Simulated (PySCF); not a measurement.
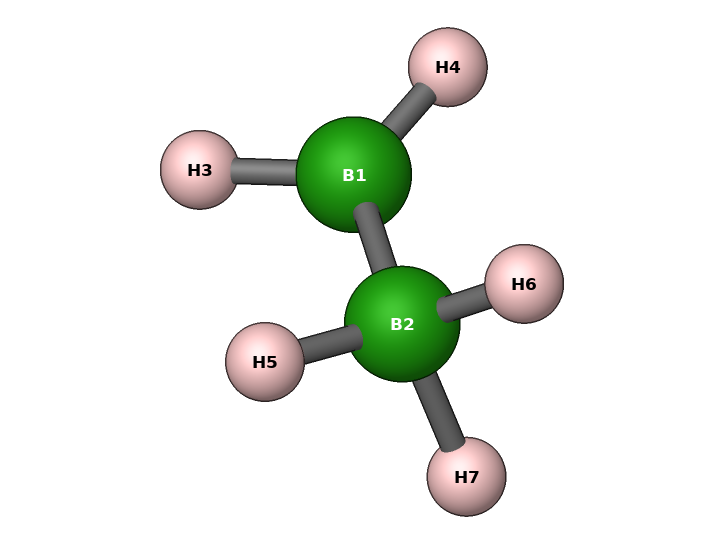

The questions are on isotropic NMR shieldings of the B atoms. The species has charge −1 and is a spin singlet. Geometry: a frame of a GFN2-xTB molecular-dynamics simulation, not a minimum. Level of theory: GIAO PBE0/pcSseg-1 NMR shielding, non-relativistic, gas phase (PySCF 2.14.0).

List the isotropic NMR shieldings of the B atoms.

| atom | σ (ppm) |
| --- | --- |
| B1 | −26.6 |
| B2 | 136.2 |
